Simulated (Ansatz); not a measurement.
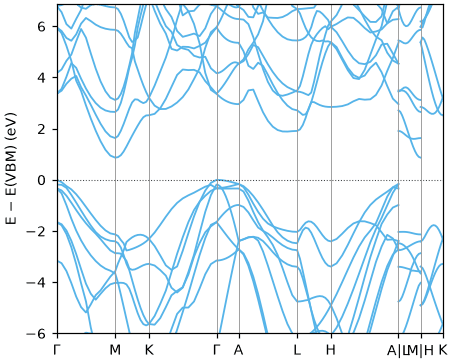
*Band structure from DFT-PBE in the program Ansatz with PAW potentials*

**Question.** Read off the gap and where the band edges lie.

**Answer.** About 0.9 eV (0.87 eV by a search for the band edges); maximum at Γ, minimum at M.

The material is SiC in space group P6_222 (No. 180; Si on 3d, C on 3c).

The cell is a constructed one: a structure type filled with these elements; neither database checked (COD, Materials Project) lists it. It is not the phase usual at ambient conditions (space group No. 186, 216). The cell was relaxed with PBE under the symmetry of its start; phonons on a q-mesh show no instability.

Potentials: the later of the program's two PAW sets.
